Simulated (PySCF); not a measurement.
## Electronic structure of C$_{4}$H$_{4}$F$_{2}$Ge (SMILES FC1=[C](F)[GeH2][CH]=C1) in real space

Input

```
{"job": {"kind": "uv", "xc": "B3LYP", "basis": "def2-SVPD", "dynamic": true, "nstates": 6, "ntriplets": 0}, "charge": 0, "multiplicity": 1}
F      2.496160    -0.803042    -0.420484
C      1.261250    -0.355702    -0.223225
C      0.887317     0.930798    -0.357440
F      1.715669     1.907780    -0.704267
Ge    -1.023324     1.035400     0.054397
C     -1.023531    -0.882913     0.372106
C      0.230400    -1.329714     0.169102
H     -1.324907     1.891682     1.292306
H     -1.876232     1.491470    -1.137763
H     -1.845564    -1.537372     0.665337
H      0.539710    -2.375087     0.276482
```

Launched as:

```sh
OMP_NUM_THREADS=1 python probes_run.py task.json out
```

Geometry: PBE0-D3(BJ)/def2-SVP.

Level of theory: B3LYP/def2-SVPD, SCF density, gas phase in PySCF.

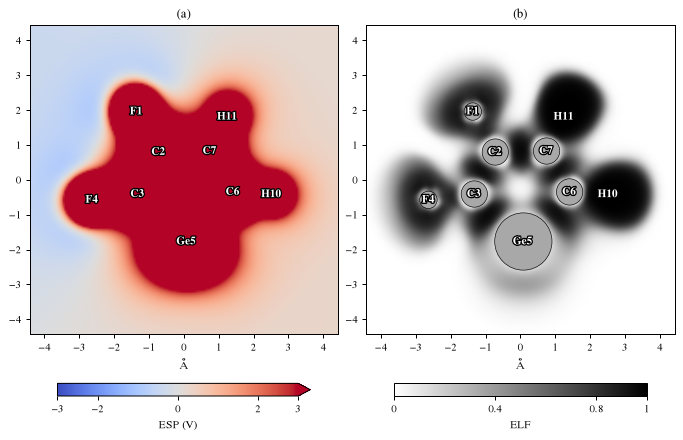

Figure 1. (a) molecular electrostatic potential; (b) ELF on the plane of atoms C6, C7 and H11. Grey discs cover the atomic cores in the ELF map.

Q: Describe what can be read from this map.

A: The section cuts through F, C, Ge and H sites.
C–F (1.33 Å): the ELF peaks at about 0.85 between the atoms (a shared but strongly polarised pair).
C–C (1.35 Å): the ELF peaks at about 0.95 between the atoms (a covalent bond).
C–Ge (1.94 Å): the ELF peaks at about 0.95 in the valence shell of C, 0.7 Å from its nucleus, and is about 0.70 at the midpoint.
C–H (1.09 Å): the ELF climbs to about 1 towards the hydrogen, as it does in any bond to H: a covalent bond by its length.
C–C (1.47 Å): the ELF peaks at about 0.95 between the atoms, as expected for localised, covalent bonding.
The ELF also peaks beside F4 and F1, away from the bonds: lone-pair regions.
Outside the dense part of the molecule the potential is most negative (−0.9 V) near F4.

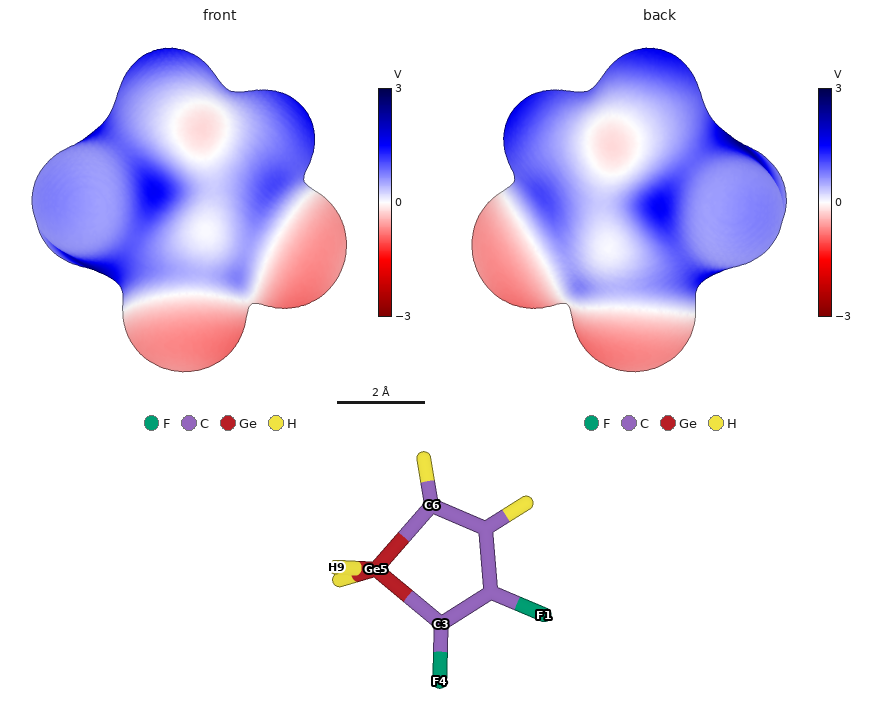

Figure 2. The molecular electrostatic potential painted on the density surface at 0.004 e/bohr³, seen from the front and from behind; red is negative and blue positive. The bare structure is drawn below in the same view.

Q: Describe the electrostatic potential map.

A: The most negative region (about −0.8 V) lies over F1 and F4, the most positive (about +2.3 V) over Ge5.

Q: How polar is the molecule by this calculation?

A: Its dipole moment is 2.56 D.
